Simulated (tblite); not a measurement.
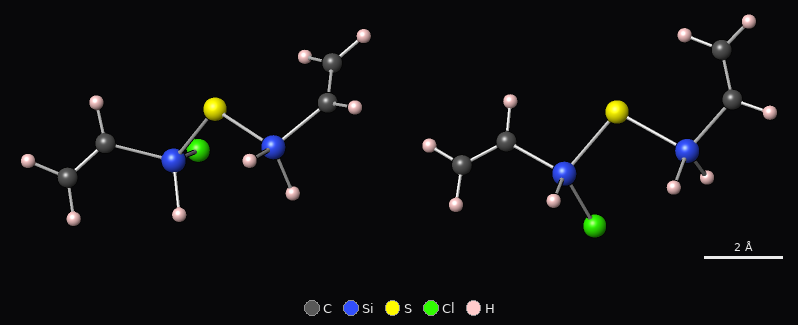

Two geometries of C₄H₉ClSSi₂, drawn at one scale. One is the start of a relaxation, the other its converged end. Style: ball-and-stick. Shown from a free direction.

Theory: tblite 0.8.0, GFN2-xTB geometry optimisation, gas phase. 

Which geometry has the lower energy?

Answer. The right one is the relaxed one. The largest move after the best rigid fit is that of the Cl atom, 2.43 Å. By element the largest moves are Cl 2.43 Å, H 1.71 Å, Si 0.86 Å, C 0.71 Å, S 0.16 Å. Near-neighbour distances that change, for instance: Cl–Si 2.082 → 2.027 Å, C–Si 1.834 → 1.878 Å, C–H 1.116 → 1.079 Å, H–Si 1.488 → 1.457 Å. Bond angles that change, for instance: Si–S–Si 113.2° → 103.7°, C–C–H 115.1° → 122.3°, C–C–Si 118.4° → 125.1°. Groups turn about S–Si by about 50°, S–Si by about 40°, C–Si by about 30°. Over 216 geometry steps the energy falls by 0.343 eV. Cost: 4.4 s on 1 thread of Arm Neoverse N1, on a shared host.
